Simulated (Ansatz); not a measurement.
```xyz
7

N     0.5835   -0.9461   -0.5205
C     0.1546   -0.0852    0.2918
O     0.5325   -0.0683    1.5818
Te   -1.2253    1.5698    0.0171
H     0.2219   -0.8513   -1.4674
H     1.1506   -0.8134    1.6980
H    -1.4178    1.1945   -1.6008
```

Core potentials replace the inner electrons of Te.

Theory: Ansatz, RKS B3LYP-D4/def2-SVP.

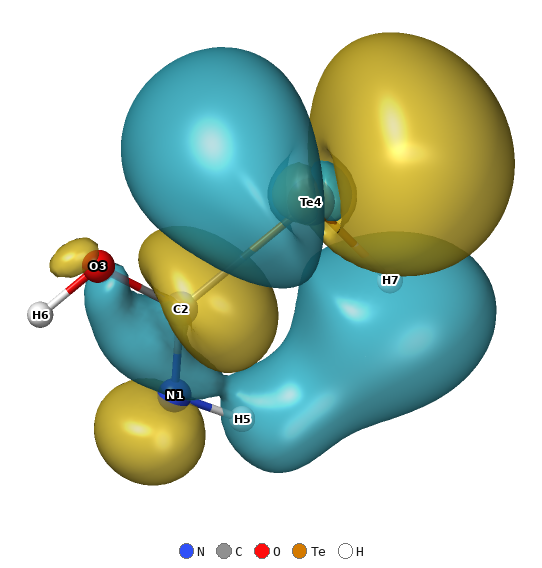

CH₃NOTe. The LUMO at ±0.06 Å⁻³ᐟ² (yellow and cyan are the two phases), seen at a tilt.

Q: What is the character of this orbital?

A: By Hirshfeld shares it lies mainly on Te4 (about 65 %), C2 (about 15 %) and H7 (about 10 %); it is symmetric in the molecular plane (an in-plane orbital: σ, lone-pair or in-plane π type). Its energy is −1.21 eV.
